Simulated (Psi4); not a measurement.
**CH5In (InH2Me), run twice**

Aim: the energy of CH5In (InH2Me) at HF-D4/STO-6G.

The results are computed with Psi4 1.11.

**1. The structure to begin with**

The species is CH5In (7 atoms), meant as a singlet with charge 0. As SMILES, `[H][In]([H])[CH3]`. The shape comes from GFN2-xTB, which is rough for such elements, and wasn't checked as a minimum.

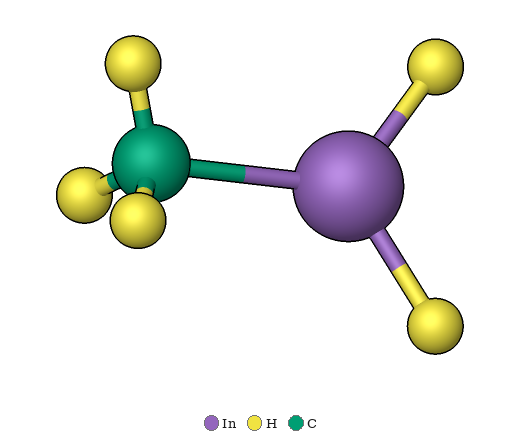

Viewed from a chosen angle; indium purple, hydrogen yellow, carbon teal.

**2. The input as first written**

Input file input.dat:

```
memory 1600 mb

molecule system {
  0 1
  In
  H 1 1.737714
  H 1 1.737706 2 111.33916
  C 1 2.214171 3 124.3829 2 -179.77346
  H 4 1.090068 1 109.83756 3 94.52655
  H 4 1.090465 5 109.01343 1 120.22235
  H 4 1.090387 5 108.89602 6 119.75105
}

set {
  basis           STO-6G
  scf_type        pk
  maxiter         2
  fail_on_maxiter false
}

e, wfn = energy('hf-d4', return_wfn=True)
```

Started as:

```sh
psi4 -i input.dat -o output.dat -n 1
```

output.dat:

```text
Psi4 1.11 release

   => Loading Basis Set <=

    Name: STO-6G
    Role: ORBITAL
    Keyword: BASIS

   => HF-D4(BJ,EEQ)ATM: Empirical Dispersion <=

        a1 =       0.449592
        a2 =       3.357436
       alp =      16.000000
        s6 =       1.000000
        s8 =       1.616798
        s9 =       1.000000
        ga =       3.000000
        gc =       2.000000
        wf =       6.000000

         ---------------------------------------------------------
                                   SCF
                              RHF Reference
                        1 Threads,   1525 MiB Core
         ---------------------------------------------------------

  ==> Geometry <==

    Molecular point group: c1
    Full point group: C1

    Geometry (in Angstrom), charge = 0, multiplicity = 1:

[... 87 lines left out ...]
                        Total Energy        Delta E     RMS |[F,P]|
[... 1 line left out ...]
   @RHF iter SAD: -5749.09385125477365   -5.74909e+03   0.00000e+00
   @RHF iter   1: -5753.08822503976808   -3.99437e+00   1.41330e-02 ADIIS/DIIS
   @RHF iter   2: -5753.33978108108295   -2.51556e-01   2.90415e-03 ADIIS/DIIS
[... 1 line left out ...]
PsiException: Could not converge SCF iterations in 2 iterations.
[... 1 line left out ...]
  Energy and/or wave function did not converge, but proceeding anyway.
[... 14 lines left out ...]
    Virtual:

      31A      0.223058    32A      0.405357    33A      0.536891
      34A      0.585233    35A      0.758870    36A      0.771103
      37A      0.778378

    Final Occupation by Irrep:
              A
    DOCC [    30 ]
    NA   [    30 ]
    NB   [    30 ]

  @RHF Final Energy: -5753.33978108108295

   => Energetics <=

    Nuclear Repulsion Energy =            140.5365304232147992
    One-Electron Energy =               -8246.0858614562930597
    Two-Electron Energy =                2352.2210975532884731
    Total Energy =                      -5753.3397810810820374

Computation Completed

Properties will be evaluated at   0.000000,   0.000000,   0.000000 [a0]

Properties computed using the SCF density matrix

 Multipole Moments:

 ------------------------------------------------------------------------------------
     Multipole            Electronic (a.u.)      Nuclear  (a.u.)        Total (a.u.)
 ------------------------------------------------------------------------------------

 L = 1.  Multiply by 2.5417464519 to convert [e a0] to [Debye]
 Dipole X            :         -0.0474316            0.0409928           -0.0064389
 Dipole Y            :          6.6415877           -6.7744372           -0.1328495
 Dipole Z            :          4.5195483           -4.6114515           -0.0919032
 Magnitude           :                                                    0.1616683

 ------------------------------------------------------------------------------------

	total time  =          3 seconds =       0.05 minutes

    Psi4 run time: 0:00:03.14
```

Wall time 3.9 s (1 thread of Intel Xeon 6975P-C (Granite Rapids), shared host); peak memory 0.2 GiB.

**3. What went wrong**

The SCF stopped at its cap without converging, and the program went on all the same: the numbers that follow in the log rest on unconverged orbitals.

The telling line is `Energy and/or wave function did not converge, but proceeding anyway.`. The fault: the iteration cap is too low for convergence. The sound input differs in these keys, not all of which need be the cause: SCF iteration cap at its default in place of 2; fail on maxiter at its default in place of no.

**4. Second attempt**

Input file ch5in.dat:

```
memory 1600 MB

molecule mol {
  0 1
  In
  H 1 1.737714
  H 1 1.737706 2 111.33916
  C 1 2.214171 3 124.3829 2 -179.77346
  H 4 1.090068 1 109.83756 3 94.52655
  H 4 1.090465 5 109.01343 1 120.22235
  H 4 1.090387 5 108.89602 6 119.75105
}

set globals {
  basis    STO-6G
  scf_type pk
}

energy_value, wavefunction = energy("hf-d4", return_wfn=True)
```

Started as:

```sh
psi4 -n 1 ch5in.dat ch5in.out
```

ch5in.out:

```text
[...]
  Running in c1 symmetry.
[...]
  Nuclear repulsion =  140.536530423214799
[...]
  Multiplicity = 1
[...]
  Nalpha       = 30
  Nbeta        = 30
[...]
    Number of basis functions: 37
[...]
   @RHF iter   1: -5753.08822503976808   -3.99437e+00   1.41330e-02 DIIS/ADIIS
[...]
   @RHF iter   7: -5753.34799705281966   -1.85473e-08   2.60468e-07 DIIS
[...]
    Orbital Energies [Eh]
    ---------------------
    Doubly Occupied:
       1A   -997.316054     2A   -144.826582     3A   -138.444643
       4A   -138.442953     5A   -138.442810     6A    -26.390381
       7A    -24.814828     8A    -24.809501     9A    -24.809136
      10A    -16.658878    11A    -16.658281    12A    -16.657982
      13A    -16.652477    14A    -16.652047    15A    -11.103125
      16A     -4.026023    17A     -3.072579    18A     -3.057330
      19A     -3.055755    20A     -0.851291    21A     -0.548081
      22A     -0.543720    23A     -0.541237    24A     -0.538074
      25A     -0.529614    26A     -0.486525    27A     -0.484575
      28A     -0.419805    29A     -0.306161    30A     -0.301193
[...]
  @RHF Final Energy: -5753.34799705281966
   => Energetics <=
    Nuclear Repulsion Energy =            140.5365304232147992
    One-Electron Energy =               -8244.8626474450666137
    Two-Electron Energy =                2350.9896675703244000
    Total Energy =                      -5753.3479970528205740
[...]
 Multipole Moments:
 ------------------------------------------------------------------------------------
     Multipole            Electronic (a.u.)      Nuclear  (a.u.)        Total (a.u.)
 ------------------------------------------------------------------------------------
 L = 1.  Multiply by 2.5417464519 to convert [e a0] to [Debye]
 Dipole X            :         -0.0448777            0.0409928           -0.0038850
 Dipole Y            :          6.7364992           -6.7744372           -0.0379379
 Dipole Z            :          4.5849375           -4.6114515           -0.0265140
 Magnitude           :                                                    0.0464475
[...]
```

It took 3.9 s on 1 thread of Intel Xeon 6975P-C (Granite Rapids), shared host; peak memory 0.2 GiB.

**5. Summary of results**

At HF-D4/STO-6G:

```
         quantity           value
     total energy  -5753.34800 Eh
    dipole moment          0.12 D
      HOMO energy        -8.20 eV
      LUMO energy         5.73 eV
    HOMO–LUMO gap        13.93 eV
dispersion energy   -30.32 kJ/mol
```

What this shows: Relativity is left out although the molecule holds a heavy atom.
